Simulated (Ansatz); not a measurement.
**Run report: GeH₂ClOF, geometry relaxation (part 1 of 2)**

- system: GeH₂ClOF
- method: RKS PBE0-D4/def2-SVP (Ansatz 0.2.0)

It belongs to a series of runs on one base structure; here: start relaxed.

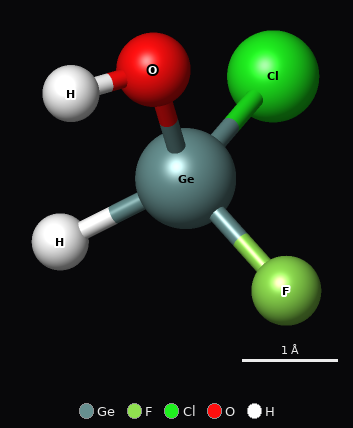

Figure 1. The starting structure (ball-and-stick view, seen at a tilt). Sticks mark near contacts. Bond lengths as drawn: Cl–Ge 2.22 Å, F–Ge 1.68 Å, Ge–H 1.55 Å, Ge–O 1.77 Å and H–O 1.01 Å.

**Results in brief**

```json
{"quantity": "outcome", "value": "converged"}
{"quantity": "total energy", "value": "−73809.4778 eV"}
{"quantity": "mean-field energy", "value": "−73809.3735 eV"}
{"quantity": "largest force (length of the vector) at the end", "value": "0.011 eV/Å"}
{"quantity": "hardware", "value": "2 threads of Arm Neoverse V2, 24 GiB of memory available, shared host"}
{"quantity": "wall time", "value": "56 s (CPU time 1.8 min)"}
{"quantity": "peak memory", "value": "0.18 GiB"}
```

**The input**
```yaml
crystal:
  periodic: [false, false, false]
  atoms:
    - { symbol: Ge, position_ang: [0.0, 0.0, 0.0] }
    - { symbol: F, position_ang: [0.0, 0.0, 1.68] }
    - { symbol: Cl, position_ang: [2.0935, 0.0, -0.7393] }
    - { symbol: O, position_ang: [-0.8337, 1.4443, -0.5894] }
    - { symbol: H, position_ang: [-1.7915, 1.2136, -0.8118] }
    - { symbol: H, position_ang: [-0.73, -1.2648, -0.5162] }
basis:
  gaussian: { orbitals: def2-SVP }
hamiltonian:
  xc: pbe0
  dispersion: d4
relax:
  f_tol: 0.02
  max_steps: 40
```

Launched with:
```bash
ansatz run input.yaml --threads 2 --pin off --max-ram 3072MiB --backend cpu --events-out ev --progress --plain --runs-dir out
```

**Output**
```
The last accepted step is kept in [file] (removed where the run ends without a failure and the disk answers)
Engine: ansatz 0.2.0, aarch64-unknown-linux-gnu
Functional definition: PBE0
  parameter a = 0.25
  parameter kappa = 0.804
  parameter beta = 0.06672455060314922
  exchange = (1 - a)*pbe_x(kappa = kappa, mu = beta*pi^2/3) + a*exact_x
  correlation = pbe_c(beta = beta)
893 factors; integrals over basis functions are off by at most 2.9e-4 eV
mean field evaluation 1: about -73803.9438 eV, gradient 5.5e1 eV
mean field evaluation 2: about -73792.7398 eV, gradient 9.6e1 eV
mean field evaluation 4: about -73809.0178 eV, gradient 4.8e0 eV
mean field evaluation 8: about -73809.0692 eV, gradient 6.8e-2 eV
mean field -73809.06923040 eV, -2712.4332646331 hartree, gradient 3.9e-5 eV, S^2 0.000000; 0 other end points of the search recorded, 0 dependent functions left out
the calculation of the forces begins
reference -73809.06925190 eV, -2712.4332654234 hartree; 34, 34 occupied and 54, 54 virtual orbitals, 893 factors
relax step   1: F+E_penalty+E_count = -73809.17203479 eV  Δ(F+E_penalty+E_count) = +0.000e0 eV  max|allowed force component| = 2.504e0 eV/Å  Δτ_max = 0.0000 Å  (26 SCF iters, accepted)
these checks for a lower state are left out or cut short: starts, cluster_reference, orbital_swaps, neighbouring_geometries, increment
893 factors; integrals over basis functions are off by at most 3.0e-4 eV
mean field evaluation 16: about -73809.0659 eV, gradient 9.0e0 eV
mean field -73809.22135901 eV, -2712.4388552563 hartree, gradient 1.3e-5 eV, S^2 0.000000; 0 other end points of the search recorded, 0 dependent functions left out
[... from here on the field's lines of each further geometry are left out, up to the last ...]
relax step   2: F+E_penalty+E_count = -73809.32573312 eV  Δ(F+E_penalty+E_count) = -1.537e-1 eV  max|allowed force component| = 7.689e-1 eV/Å  Δτ_max = 0.1409 Å  (30 SCF iters, accepted)
relax step   3: F+E_penalty+E_count = -73809.36162066 eV  Δ(F+E_penalty+E_count) = -3.589e-2 eV  max|allowed force component| = 3.533e-1 eV/Å  Δτ_max = 0.0469 Å  (29 SCF iters, accepted)
relax step   4: F+E_penalty+E_count = -73809.36495656 eV  Δ(F+E_penalty+E_count) = -3.336e-3 eV  max|allowed force component| = 5.972e-1 eV/Å  Δτ_max = 0.0632 Å  (29 SCF iters, accepted)
relax step   5: F+E_penalty+E_count = -73809.37099045 eV  Δ(F+E_penalty+E_count) = -6.034e-3 eV  max|allowed force component| = 2.264e-1 eV/Å  Δτ_max = 0.0234 Å  (29 SCF iters, accepted)
relax step   6: F+E_penalty+E_count = -73809.37112718 eV  Δ(F+E_penalty+E_count) = -1.367e-4 eV  max|allowed force component| = 3.632e-1 eV/Å  Δτ_max = 0.0129 Å  (31 SCF iters, accepted)
relax step   7: F+E_penalty+E_count = -73809.37112751 eV  Δ(F+E_penalty+E_count) = -3.318e-7 eV  max|allowed force component| = 3.678e-1 eV/Å  Δτ_max = 0.0019 Å  (20 SCF iters, accepted)
relax step   8: F+E_penalty+E_count = -73809.37112774 eV  Δ(F+E_penalty+E_count) = -2.296e-7 eV  max|allowed force component| = 3.695e-1 eV/Å  Δτ_max = 0.0017 Å  (20 SCF iters, accepted)
relax step   9: F+E_penalty+E_count = -73809.33188236 eV  Δ(F+E_penalty+E_count) = +3.925e-2 eV  max|allowed force component| = 2.154e0 eV/Å  Δτ_max = 0.1967 Å  (30 SCF iters, rejected (line search))
relax step  10: F+E_penalty+E_count = -73809.37845505 eV  Δ(F+E_penalty+E_count) = -7.327e-3 eV  max|allowed force component| = 2.975e-1 eV/Å  Δτ_max = 0.0835 Å  (30 SCF iters, accepted)
relax step  11: F+E_penalty+E_count = -73809.38411958 eV  Δ(F+E_penalty+E_count) = -5.665e-3 eV  max|allowed force component| = 3.797e-2 eV/Å  Δτ_max = 0.0845 Å  (29 SCF iters, accepted)
relax step  12: F+E_penalty+E_count = -73809.39109626 eV  Δ(F+E_penalty+E_count) = -6.977e-3 eV  max|allowed force component| = 1.428e-1 eV/Å  Δτ_max = 0.1363 Å  (29 SCF iters, accepted)
relax step  13: F+E_penalty+E_count = -73809.39236527 eV  Δ(F+E_penalty+E_count) = -1.269e-3 eV  max|allowed force component| = 4.730e-1 eV/Å  Δτ_max = 0.0727 Å  (29 SCF iters, accepted)
relax step  14: F+E_penalty+E_count = -73809.39631116 eV  Δ(F+E_penalty+E_count) = -3.946e-3 eV  max|allowed force component| = 2.571e-1 eV/Å  Δτ_max = 0.0332 Å  (29 SCF iters, accepted)
relax step  15: F+E_penalty+E_count = -73809.41289260 eV  Δ(F+E_penalty+E_count) = -1.658e-2 eV  max|allowed force component| = 1.944e-1 eV/Å  Δτ_max = 0.2000 Å  (30 SCF iters, accepted)
relax step  16: F+E_penalty+E_count = -73809.40794307 eV  Δ(F+E_penalty+E_count) = +4.950e-3 eV  max|allowed force component| = 5.302e-1 eV/Å  Δτ_max = 0.0745 Å  (29 SCF iters, rejected (line search))
relax step  17: F+E_penalty+E_count = -73809.41835934 eV  Δ(F+E_penalty+E_count) = -5.467e-3 eV  max|allowed force component| = 2.083e-1 eV/Å  Δτ_max = 0.0365 Å  (29 SCF iters, accepted)
relax step  18: F+E_penalty+E_count = -73809.42047691 eV  Δ(F+E_penalty+E_count) = -2.118e-3 eV  max|allowed force component| = 7.624e-1 eV/Å  Δτ_max = 0.0975 Å  (30 SCF iters, accepted)
relax step  19: F+E_penalty+E_count = -73809.43965765 eV  Δ(F+E_penalty+E_count) = -1.918e-2 eV  max|allowed force component| = 6.069e-1 eV/Å  Δτ_max = 0.1499 Å  (28 SCF iters, accepted)
relax step  20: F+E_penalty+E_count = -73809.46856298 eV  Δ(F+E_penalty+E_count) = -2.891e-2 eV  max|allowed force component| = 2.467e-1 eV/Å  Δτ_max = 0.1998 Å  (29 SCF iters, accepted)
relax step  21: F+E_penalty+E_count = -73809.46636940 eV  Δ(F+E_penalty+E_count) = +2.194e-3 eV  max|allowed force component| = 7.273e-1 eV/Å  Δτ_max = 0.0805 Å  (28 SCF iters, rejected (line search))
relax step  22: F+E_penalty+E_count = -73809.47363573 eV  Δ(F+E_penalty+E_count) = -5.073e-3 eV  max|allowed force component| = 1.483e-1 eV/Å  Δτ_max = 0.0402 Å  (29 SCF iters, accepted)
relax step  23: F+E_penalty+E_count = -73809.47715057 eV  Δ(F+E_penalty+E_count) = -3.515e-3 eV  max|allowed force component| = 1.643e-2 eV/Å  Δτ_max = 0.0709 Å  (29 SCF iters, accepted)
relax step  24: F+E_penalty+E_count = -73809.47718755 eV  Δ(F+E_penalty+E_count) = -3.699e-5 eV  max|allowed force component| = 2.109e-1 eV/Å  Δτ_max = 0.0444 Å  (29 SCF iters, accepted)
relax step  25: F+E_penalty+E_count = -73809.47677936 eV  Δ(F+E_penalty+E_count) = +4.082e-4 eV  max|allowed force component| = 8.800e-2 eV/Å  Δτ_max = 0.0193 Å  (30 SCF iters, rejected (line search))
the calculation of the forces begins
reference -73809.37354525 eV, -2712.4444479978 hartree; 34, 34 occupied and 54, 54 virtual orbitals, 893 factors
relax step  26: F+E_penalty+E_count = -73809.47775556 eV  Δ(F+E_penalty+E_count) = -5.680e-4 eV  max|allowed force component| = 9.075e-3 eV/Å  Δτ_max = 0.0063 Å  (23 SCF iters, accepted)
893 factors; integrals over basis functions are off by at most 4.7e-4 eV
mean field evaluation 192: about -73809.3734 eV, gradient 2.4e-1 eV
```

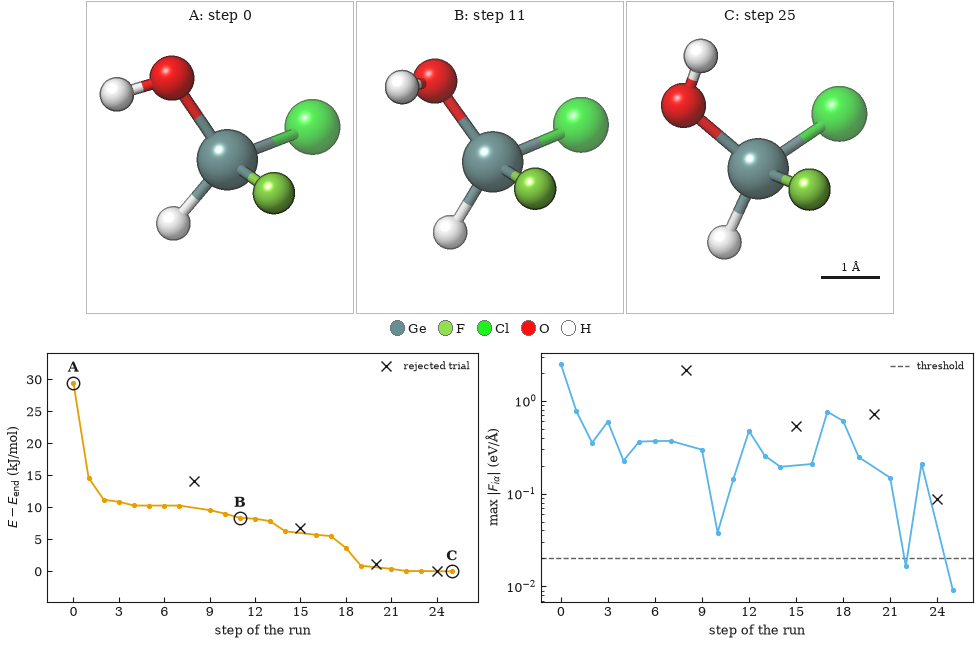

Figure 2. Frames of the relaxation (ball-and-stick view, seen at a tilt) above the curves, on which the letters mark them (the first geometry is step 0 here and step 1 in the log).

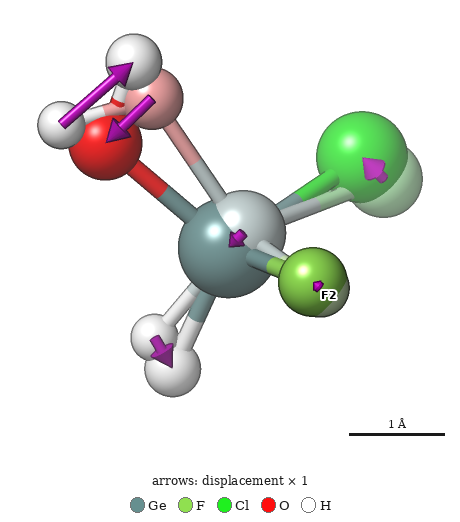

Figure 3. Start (faint) and end (solid) with the displacements as pink arrows, at true length (ball-and-stick view, seen at a tilt). The two geometries are laid on each other by the best rigid fit. The largest move after the best rigid fit is that of H5, 1.01 Å. By element the largest moves are H 1.01 Å, O 0.69 Å, Cl 0.37 Å, Ge 0.23 Å, F 0.10 Å. Among the contacts that change: Ge1–Cl3 2.220 → 2.139 Å, Ge1–F2 1.680 → 1.730 Å, O4–H5 1.010 → 0.964 Å, Ge1–H6 1.549 → 1.520 Å. Among the angles that change: Ge1–O4–H5 109.5° → 114.0°, F2–Ge1–Cl3 109.5° → 105.1°, Cl3–Ge1–H6 109.5° → 113.2°. Over 25 geometry steps the energy falls by 29.5 kJ/mol. The largest force component goes from 2.5 to 0.0091 eV/Å. The line search rejected the trial steps at points 8, 15, 20, 24 (counted from 0) and went back. (Atoms are counted from 1 in the order of the input.)

```
mean field -73809.37352432 eV, -2712.4444472284 hartree, gradient 1.6e-5 eV, S^2 0.000000; 1 other end points of the search recorded, 0 dependent functions left out
the calculation of the forces begins
reference -73809.37354525 eV, -2712.4444479978 hartree; 34, 34 occupied and 54, 54 virtual orbitals, 893 factors
Total energy: -73809.47777649 eV, -2712.4482784252 hartree
Atom 0 at    -0.126265    -0.177552    -0.096647 Å, force    -0.002673    -0.003166     0.001291 eV/Å
Atom 1 at    -0.194586    -0.060675     1.628001 Å, force    -0.000162    -0.002086     0.000088 eV/Å
Atom 2 at     1.877281     0.368055    -0.611642 Å, force     0.007597    -0.000516    -0.001219 eV/Å
Atom 3 at    -1.265440     0.962163    -0.772837 Å, force    -0.008669    -0.004996    -0.004135 eV/Å
Atom 4 at    -1.057041     1.884545    -0.583262 Å, force     0.002014     0.009075     0.001684 eV/Å
Atom 5 at    -0.495649    -1.583436    -0.540313 Å, force     0.001894     0.001687     0.002291 eV/Å
Dipole moment:    -0.084412     0.032331    -0.195519 e Å
```

**Trajectory as extended XYZ (Å, eV, eV/Å), 26 frames, from step=1 to step=26**
```
6
Properties=species:S:1:pos:R:3:forces:R:3 step=1 energy=-73809.17203
Ge    0.0000    0.0000    0.0000    0.5489  -0.1929  -2.5043
F     0.0000    0.0000    1.6800    0.1455   0.0762   1.4955
Cl    2.0935    0.0000   -0.7393   -1.2978   0.1200   0.5745
O    -0.8337    1.4443   -0.5894   -1.5575  -0.6470  -0.2261
H    -1.7915    1.2136   -0.8118    1.9278   0.4950   0.4454
H    -0.7300   -1.2648   -0.5162    0.2331   0.1488   0.2150
6
Properties=species:S:1:pos:R:3:forces:R:3 step=2 energy=-73809.32573
Ge   -0.0529   -0.0517   -0.0413    0.5801   0.3073  -0.7689
F     0.0726    0.0044    1.6614   -0.2099  -0.0553   0.6194
Cl    1.9886    0.0714   -0.6780   -0.1810  -0.0907  -0.0443
O    -0.8006    1.4428   -0.6057   -0.7481  -0.5840  -0.0291
H    -1.7418    1.2782   -0.8158    0.5856   0.2939   0.1183
H    -0.7276   -1.3521   -0.4973   -0.0267   0.1288   0.1047
6
Properties=species:S:1:pos:R:3:forces:R:3 step=3 energy=-73809.36162
Ge   -0.0218   -0.0410   -0.0527    0.0797   0.2253  -0.1834
F     0.0267    0.0007    1.6707   -0.0449  -0.0197   0.1029
Cl    2.0042    0.0599   -0.7012   -0.0600  -0.0197   0.0041
O    -0.8074    1.4338   -0.6108   -0.1089  -0.3533   0.0271
H    -1.7432    1.2706   -0.7954    0.1195   0.1469   0.0296
H    -0.7202   -1.3308   -0.4872    0.0146   0.0206   0.0198
6
Properties=species:S:1:pos:R:3:forces:R:3 step=4 energy=-73809.36496
Ge   -0.0204   -0.0423   -0.0662    0.1941  -0.2443  -0.0637
F     0.0005    0.0184    1.6568   -0.0306  -0.0258   0.1486
Cl    2.0096    0.0613   -0.6942   -0.0351  -0.0075  -0.0065
O    -0.8006    1.4049   -0.6441    0.4224   0.2009  -0.0587
H    -1.7432    1.2947   -0.7370   -0.5972   0.0269  -0.0546
H    -0.7077   -1.3440   -0.4920    0.0464   0.0499   0.0348
```
